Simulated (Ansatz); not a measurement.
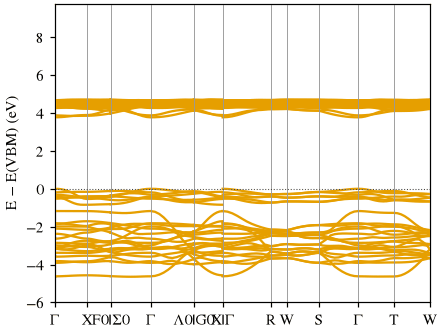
Figure. Band structure from r²SCAN (plane waves, PAW; program Ansatz)

Task: Read off the gap and where the band edges lie.

Result: About 3.8 eV (3.77 eV by a search for the band edges); maximum at Γ, minimum at Γ.

The material is La2NCl3 in space group Ibam (No. 72; La on 8j, N on 4a, Cl on 4b, Cl on 8j).

The workflow started from a Materials Project entry (that database holds measured and hypothetical structures alike); the Crystallography Open Database copy checked does not list it. Its standing as an ambient phase is unchecked. The r²SCAN relaxation kept the symmetry of its start; its stability against distortions is not shown here. Spin–orbit coupling is left out wherever it is not named.

Potentials: the later of the program's two PAW sets.
